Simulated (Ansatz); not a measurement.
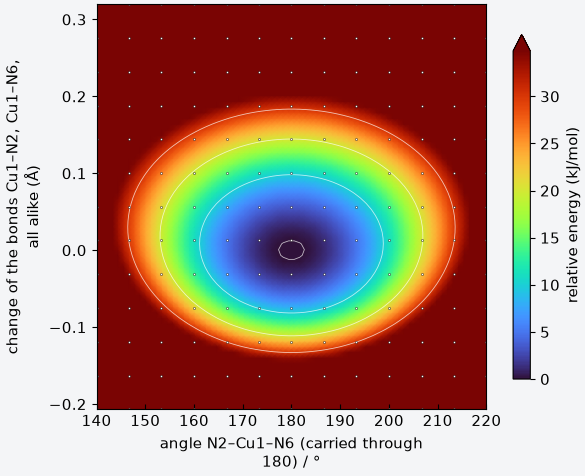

[Cu(NH3)2]+, charge +1. Coordinates scanned: (1) angle N2–Cu1–N6 (carried through 180); (2) change of the bonds Cu1–N2, Cu1–N6, all alike. Nothing is relaxed (all other coordinates rigid). The scan uses a 13 × 13 grid. Points are written as (first, second). All energies are given in kJ/mol relative to the lowest grid point. Level of theory: RHF-MP2, frozen core/def2-TZVP in Ansatz.

In the figure: a smooth colour map with a few white contour lines, dots at the grid points, one colour for all values above the top of the scale. Between grid points the surface is interpolated.

Where is the minimum, and how stiff is the well along each coordinate?

The interpolated minimum is at the first coordinate ≈ 180.0°, the second coordinate ≈ 0.000 Å. The curvatures there are about 2 eV/rad² and 27 eV/Å², with a cross term of about 0 eV/(rad·Å). Round the minimum the two coordinates are nearly uncoupled. (1 eV is 96.5 kJ/mol.)
